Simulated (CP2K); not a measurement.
**GFN1-xTB run of SnH3Cl (SnClH3)**

Aim: the energy difference between two shapes of SnH3Cl (SnClH3) at GFN1-xTB, from 2 runs. 

Program for the calculation: CP2K 2026.2.

1 further run of the same task is left out (set aside as unsound or not needed).

### 1 The molecule

SnH3Cl: 5 atoms, total charge 0, spin state singlet. As SMILES, `[H][Sn]([H])([H])[Cl]`. The shape comes from GFN2-xTB, which is rough for such elements, and wasn't checked as a minimum.

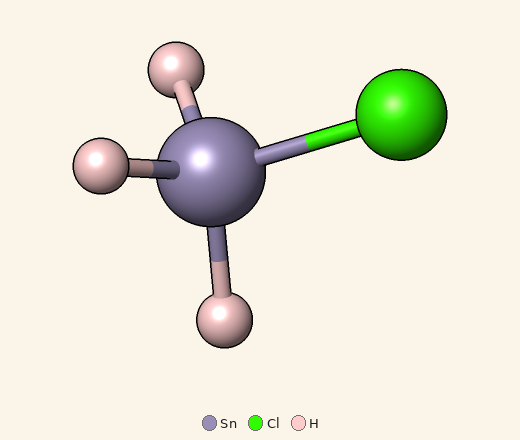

The structure, seen from a chosen angle (tin purple, chlorine green, hydrogen pink).

### 2 Energy and gradient at GFN1-xTB

Contents of cp2k_ase.py:

```python
import numpy as np
from ase import Atoms
from ase.calculators.cp2k import CP2K

atoms = Atoms(['Sn', 'Cl', 'H', 'H', 'H'],
              positions=[(-0.000010, 0.000870, -0.142560),
                         (0.011570, -0.019280, 2.138020),
                         (1.586650, 0.010950, -0.675080),
                         (-0.803020, 1.380470, -0.647070),
                         (-0.795190, -1.373000, -0.673310)])
atoms.set_cell([14.4, 14.8, 14.8])
atoms.center()
inp = """
&FORCE_EVAL
 METHOD QS
 &DFT
  &QS
   METHOD XTB
   EPS_DEFAULT 1.0E-10
   &XTB
    GFN_TYPE TBLITE
    &TBLITE
     METHOD GFN1
    &END TBLITE
    CHECK_ATOMIC_CHARGES F
   &END XTB
  &END QS
  &POISSON
   PERIODIC NONE
   POISSON_SOLVER ANALYTIC
  &END POISSON
  &SCF
   SCF_GUESS ATOMIC
   EPS_SCF 1.0E-07
   MAX_SCF 150
   ADDED_MOS 4
   &DIAGONALIZATION
    ALGORITHM STANDARD
   &END DIAGONALIZATION
   &MIXING
    METHOD DIRECT_P_MIXING
    ALPHA 0.4
   &END MIXING
   &SMEAR ON
    METHOD FERMI_DIRAC
    ELECTRONIC_TEMPERATURE [K] 300
   &END SMEAR
  &END SCF
  &PRINT
   &MOMENTS
    PERIODIC F
    REFERENCE COM
    MAX_MOMENT 1
   &END MOMENTS
   &MO ON
    ENERGIES T
    OCCUPATION_NUMBERS T
    NDIGITS 6
    &EACH
     QS_SCF 0
    &END EACH
    ADD_LAST NUMERIC
   &END MO
   &HIRSHFELD OFF
   &END HIRSHFELD
  &END PRINT
 &END DFT
 &SUBSYS
 &END SUBSYS
&END FORCE_EVAL
"""
calc = CP2K(command="cp2k.psmp -s", label="qs", inp=inp, basis_set=None, basis_set_file=None, potential_file=None, pseudo_potential=None, xc=None, cutoff=None, max_scf=None, charge=None, uks=False,
            force_eval_method=None, print_level="LOW", poisson_solver=None, stress_tensor=False)
atoms.calc = calc
e = atoms.get_potential_energy()
f = atoms.get_forces()
print(f"energy = {e:.6f} eV")
print("forces (eV/angstrom):")
for s, v in zip(atoms.get_chemical_symbols(), f):
    print(f"{s:2s} {v[0]:10.5f} {v[1]:10.5f} {v[2]:10.5f}")
```

Run with:

```bash
$ OMP_NUM_THREADS=1 python cp2k_ase.py
```

Log:

```text
energy = -227.890046 eV
forces (eV/angstrom):
Sn   -0.01350    0.01432   -0.90114
Cl    0.00363   -0.00410    0.34240
H    -0.27730   -0.00344    0.18855
H     0.14499   -0.24652    0.18276
H     0.14218    0.23974    0.18744
```

qs.out:

```text
CP2K| version string:                                       CP2K version 2026.2
 CP2K| Input file name                                                    qs.inp

[... 16 lines left out ...]
 *** WARNING in qs_kind_types.F:2330 :: Information provided in the input ***
[... 65 lines left out ...]
  Step     Update method      Time    Convergence         Total energy    Change
[... 12 lines left out ...]
  Repulsive potential energy:                                   0.01813382059689
[... 2 lines left out ...]
  Non-self consistent dispersion energy:                       -0.00117719768053
[... 4 lines left out ...]
  Total energy:                                                -8.37480545568882
[... 3 lines left out ...]
 TB_DIPOLE| Ref. Point [Bohr]      12.87038215      13.97016253      13.28533136
[... 2 lines left out ...]
 TB_DIPOLE| Derivative [a.u.]       0.00000000       0.00000000       0.00000000
[... 39 lines left out ...]
 -------------------------------------------------------------------------------
```

It took 1.3 s on 1 thread of Intel Xeon 6975P-C (Granite Rapids), shared host; peak memory 0.19 GiB.

### 3 The distorted shape, same level

cp2k_ase.py, as its differences from that of step 2:

```diff
@@ -5,13 +5,15 @@
 atoms = Atoms(['Sn', 'Cl', 'H', 'H', 'H'],
-              positions=[(-0.000010, 0.000870, -0.142560),
-                         (0.011570, -0.019280, 2.138020),
-                         (1.586650, 0.010950, -0.675080),
-                         (-0.803020, 1.380470, -0.647070),
-                         (-0.795190, -1.373000, -0.673310)])
-atoms.set_cell([14.4, 14.8, 14.8])
+              positions=[(0.038466, -0.013928, -0.158070),
+                         (0.047758, -0.039495, 2.148085),
+                         (1.643572, -0.007596, -0.674619),
+                         (-0.796157, 1.381307, -0.601647),
+                         (-0.807859, -1.374673, -0.656709)])
+atoms.set_cell([14.5, 14.8, 14.8])
 atoms.center()
-inp = """
+template = """
 &FORCE_EVAL
- METHOD QS
+ METHOD QUICKSTEP
  &DFT
+  CHARGE 0
+  MULTIPLICITY 1
   &QS
@@ -71,5 +73,5 @@
 """
-calc = CP2K(command="cp2k.psmp -s", label="qs", inp=inp, basis_set=None, basis_set_file=None, potential_file=None, pseudo_potential=None, xc=None, cutoff=None, max_scf=None, charge=None, uks=False,
+cp2k = CP2K(command="cp2k.psmp -s", label="gas", inp=template, basis_set=None, basis_set_file=None, potential_file=None, pseudo_potential=None, xc=None, cutoff=None, max_scf=None, charge=None, uks=False,
             force_eval_method=None, print_level="LOW", poisson_solver=None, stress_tensor=False)
-atoms.calc = calc
+atoms.calc = cp2k
 e = atoms.get_potential_energy()
```

Run with:

```bash
$ OMP_NUM_THREADS=1 python cp2k_ase.py
```

Log:

```text
energy = -227.889166 eV
forces (eV/angstrom):
Sn   -0.07534    0.10946   -0.51785
Cl    0.02539   -0.01462    0.04509
H    -0.44600   -0.00829    0.18534
H     0.26641   -0.33533    0.14019
H     0.22954    0.24878    0.14723
```

gas.out:

```text
CP2K| version string:                                       CP2K version 2026.2
 CP2K| Input file name                                                   gas.inp

[... 16 lines left out ...]
 *** WARNING in qs_kind_types.F:2330 :: Information provided in the input ***
[... 65 lines left out ...]
  Step     Update method      Time    Convergence         Total energy    Change
[... 13 lines left out ...]
  Repulsive potential energy:                                   0.01629356969419
[... 2 lines left out ...]
  Non-self consistent dispersion energy:                       -0.00117631221553
[... 4 lines left out ...]
  Total energy:                                                -8.37477310237681
[... 3 lines left out ...]
 TB_DIPOLE| Ref. Point [Bohr]      12.98661175      13.94098251      13.25829771
[... 2 lines left out ...]
 TB_DIPOLE| Derivative [a.u.]       0.00000000       0.00000000       0.00000000
[... 35 lines left out ...]
 -------------------------------------------------------------------------------
```

Wall time 1.4 s (1 thread of Intel Xeon 6975P-C (Granite Rapids), shared host); peak memory 0.19 GiB.

### 4 Results

At GFN1-xTB:

```
                                                  quantity        value
                                 first shape: total energy  -8.37481 Eh
    first shape: dipole moment (from atomic charges alone)       2.02 D
                                  first shape: HOMO energy    -12.44 eV
                                  first shape: LUMO energy     -5.74 eV
                                first shape: HOMO–LUMO gap      6.70 eV
                             distorted shape: total energy  -8.37477 Eh
distorted shape: dipole moment (from atomic charges alone)       2.26 D
                              distorted shape: HOMO energy    -12.40 eV
                              distorted shape: LUMO energy     -5.75 eV
                            distorted shape: HOMO–LUMO gap      6.65 eV
                    energy change with the atoms displaced     0.001 eV
```

With the atoms displaced the energy rises by 0.00 eV (0.1 kJ/mol). The first shape isn't relaxed at this level, so the change isn't measured from a minimum. The dipole (first shape) comes from point charges on the atoms alone, without atomic dipoles, so it is partial. The dipole (distorted shape) comes from point charges on the atoms alone, without atomic dipoles, so it is partial.
